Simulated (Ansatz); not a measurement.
SiH₂SI: several calculations on one system

Part 1: Relaxation

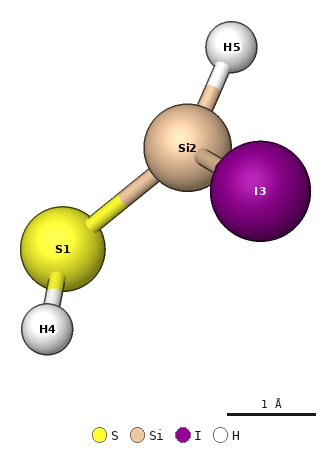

SiH₂SI (charge +1), before the relaxation. Style: ball-and-stick. Shown from a free direction.

These are results of RKS PBE0-D4/def2-TZVP in Ansatz 0.2.0, not measurements.

The input:
```yaml
crystal:
  periodic: [false, false, false]
  atoms:
    - {symbol: S, position_ang: [-1.509190, 0.468980, -0.519150]}
    - {symbol: Si, position_ang: [0.329290, 0.289880, 0.450980]}
    - {symbol: I, position_ang: [1.933220, -1.440230, -0.056390]}
    - {symbol: H, position_ang: [-1.388770, -0.581070, -1.346470]}
    - {symbol: H, position_ang: [0.635450, 1.262440, 1.471030]}
basis:
  gaussian: {orbitals: def2-TZVP}
total_charge: 1
hamiltonian: {xc: pbe0, dispersion: d4}
relax: {f_tol: 0.005, max_steps: 200}
```

Where does the relaxation end?

The atom that moves furthest after the best rigid fit is H4 (0.078 Å). Largest moves by element: H 0.078 Å, I 0.073 Å, Si 0.047 Å, S 0.034 Å. Among the contacts that change: Si2–I3 2.413 → 2.323 Å, S1–Si2 2.086 → 2.041 Å, Si2–H5 1.442 → 1.472 Å, S1–H4 1.342 → 1.351 Å. Bond angles that change, for instance: Si2–S1–H4 98.1° → 94.3°, S1–Si2–H5 117.3° → 114.6°. After 6 geometry steps the energy has fallen by 0.109 eV. Largest force component: 1.5 eV/Å at the start, 0.00031 eV/Å at the end. The run took of the order of 30 core-seconds on a shared host.

Step by step:

```json
{"step": "0", "E − E(0), eV": "0.0000", "largest force component, eV/Å": "1.4850"}
{"step": "1", "E − E(0), eV": "-0.0498", "largest force component, eV/Å": "0.9181"}
{"step": "2", "E − E(0), eV": "-0.1071", "largest force component, eV/Å": "0.1746"}
{"step": "3", "E − E(0), eV": "-0.1088", "largest force component, eV/Å": "0.0716"}
{"step": "4", "E − E(0), eV": "-0.1091", "largest force component, eV/Å": "0.0152"}
{"step": "5", "E − E(0), eV": "-0.1091", "largest force component, eV/Å": "0.0114"}
{"step": "6", "E − E(0), eV": "-0.1092", "largest force component, eV/Å": "0.0003"}
```

The structure at the end:

```xyz
5

S    -1.4866    0.4799   -0.4957
Si    0.3242    0.2562    0.4179
I     1.8686   -1.4092   -0.0689
H    -1.3209   -0.5858   -1.3090
H     0.6147    1.2588    1.4557
```

The end point in the same view:

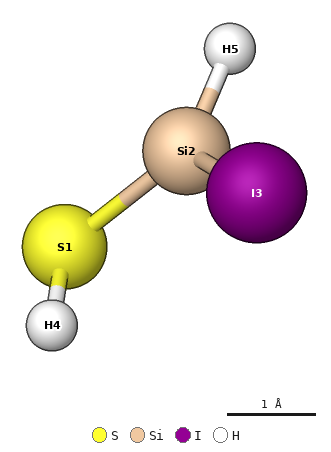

Part 2: Relaxation

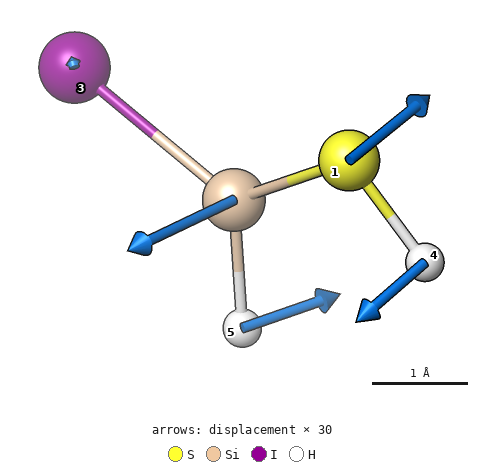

This is a constrained relaxation of SiH2SI (charge +1). The starting structure is drawn; blue arrows show the displacements, magnified 30 times. The two geometries are superimposed by the best rigid fit.

A ball-and-stick model, seen from a free direction.

These are results of Ansatz, RKS PBE0-D4/def2-TZVP, not measurements. Settings: force threshold 0.005 eV/Å; at most 200 steps.

Question: What did the optimiser do to the structure, and how much energy did it gain?

Answer: The Si atom moves most after the best rigid fit: 0.054 Å. By element the largest moves are Si 0.054 Å, S 0.048 Å, H 0.040 Å, I 0.005 Å. Over 4 geometry steps the energy falls by 0.37 kcal/mol. The largest force component goes from 0.12 to 0.0003 eV/Å. The run took roughly 26 core-seconds on a shared host.

Part 3: Scan

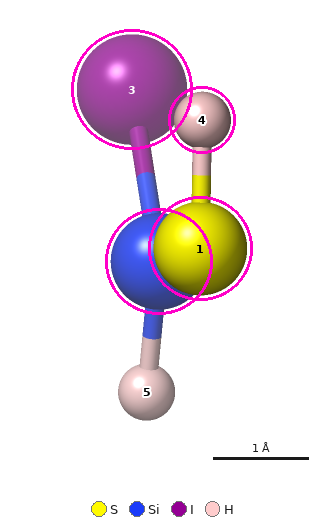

Energy scan for SiH2SI (charge +1), in which the H4–S1–Si2–I3 dihedral angle is varied, with all other coordinates relaxed. The picture shows the minimum geometry. The ringed atoms are those of the scanned coordinate. Style: ball-and-stick. Shown almost along the central bond.

Single-point energies from Ansatz with B3LYP-D4 in the def2-TZVPP basis, on geometries relaxed under the constraint at PBE0-D4/def2-TZVP. Elements past krypton carry the basis set's effective core potentials. Energies are counted from the PBE0-D4/def2-TZVP minimum geometry at the same level.

```xyz
5

S    -1.4866    0.4795   -0.4960
Si    0.3241    0.2564    0.4179
I     1.8690   -1.4088   -0.0683
H    -1.3205   -0.5863   -1.3092
H     0.6141    1.2592    1.4557
```

### Give the energy at each point (the dihedral: −172.4, −132.4, −92.4, −52.4, −12.4, 0.0, 27.6, 67.6, 107.6, 147.6°).

```tsv
dihedral angle (°)	ΔE (kcal/mol)
−172.4	0.6
−132.4	5.7
−92.4	11.7
−52.4	5.8
−12.4	0.4
0.0	0.0
27.6	1.7
67.6	8.9
107.6	10.4
147.6	3.1
```

The lowest computed point lies at the dihedral 0.0° (0.0 kcal/mol). Local maxima lie at −92.4° (11.7 kcal/mol), 107.6° (10.4 kcal/mol). The highest point, at −92.4°, lies 11.7 kcal/mol above the lowest and gives the barrier to rotation to within the spacing of the points.

Part 4: Scan

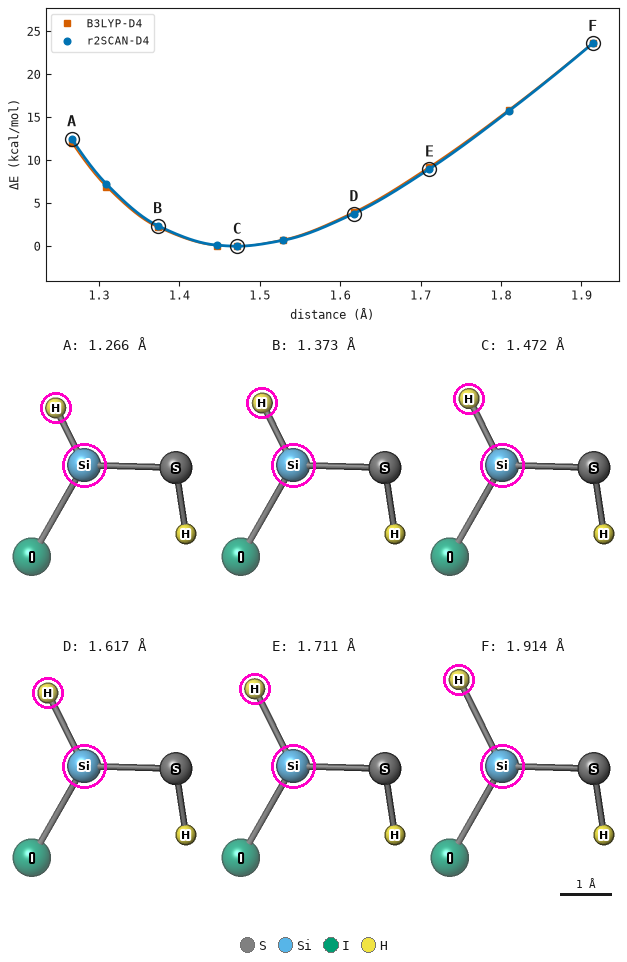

A scan of SiH$_{2}$SI (charge +1): the Si–H bond length is varied, with the rest of the molecule carried along rigidly. The lettered frames are marked on the plot, at the values of r2SCAN-D4. A ball-and-stick model, seen at a tilt. The ringed atoms are those of the scanned coordinate.

Levels of theory: r2SCAN-D4, B3LYP-D4 (def2-TZVPP, Ansatz), on geometries moved rigidly from the minimum at PBE0-D4/def2-TZVP. Elements past krypton carry the basis set's effective core potentials. Energies are counted from the PBE0-D4/def2-TZVP minimum geometry at the same level.

Q: Read off the main features of the energy profile.

A: With r2SCAN-D4: the lowest computed point lies at the distance 1.472 Å (0.0 kcal/mol). At the ends of the scan the energy is 12.5 kcal/mol (1.266 Å) and 23.6 kcal/mol (1.914 Å). The curvature at the lowest point is about 19 eV/Å² (3.1 mdyn/Å). The well is steeper on the short side, as for any bond. At 1.914 Å the levels give r2SCAN-D4 23.6 kcal/mol, B3LYP-D4 23.7 kcal/mol.

The computed points:

Energies in kcal/mol.

| distance (Å) | r2SCAN-D4 | B3LYP-D4 |
| --- | --- | --- |
| 1.266 | 12.5 | 12.1 |
| 1.309 | 7.3 | 6.9 |
| 1.373 | 2.4 | 2.2 |
| 1.447 | 0.1 | 0.1 |
| 1.472 | 0.0 | 0.0 |
| 1.529 | 0.7 | 0.8 |
| 1.617 | 3.8 | 4.0 |
| 1.711 | 9.0 | 9.2 |
| 1.810 | 15.7 | 15.9 |
| 1.914 | 23.6 | 23.7 |
